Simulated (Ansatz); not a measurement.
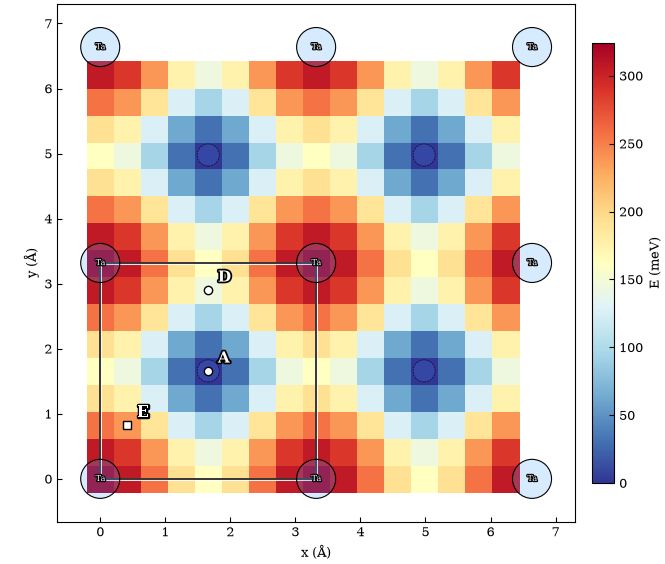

Na on a Ta(100) slab cut from the Im-3m phase, its upper half relaxed before the scan (16 atoms of substrate and one adsorbate in a 2 × 2 cell). 
- Na is moved over the surface cell; relaxed at each place: the height of the adsorbate's atoms; substrate rigid; the origin of the map has the adsorbate above Ta13.
- Places are given modulo a cell vector. The map is drawn in real space over the plane of the surface.
- Grid: 8 × 8 points; 15 points were computed and 49 follow by symmetry.
- Places are given in fractions of the 1 × 1 surface cell.
- Energies are in meV, from the lowest grid point.
- Computed with DFT PBE, scalar-relativistic, plane waves, PAW (Ansatz). Settings: cutoff 420 eV, k-mesh 4×4×1, gaussian smearing 0.1 eV, no spin polarisation.

The picture shows one coloured cell a grid point, labelled circles for the atoms of the top layer and small ones for the second layer, the outline of one cell of the 2 × 2 shown, lettered points.

What kind of point is each of A, E: minimum, saddle, maximum or slope?

A: minimum; E: on a slope. (In these two coordinates alone; a stationary point may lie a little off the grid point.)

Rank the lettered points by energy, lowest first.

A (0 meV), D (144 meV), E (239 meV).

PAW datasets: the set soft_1.
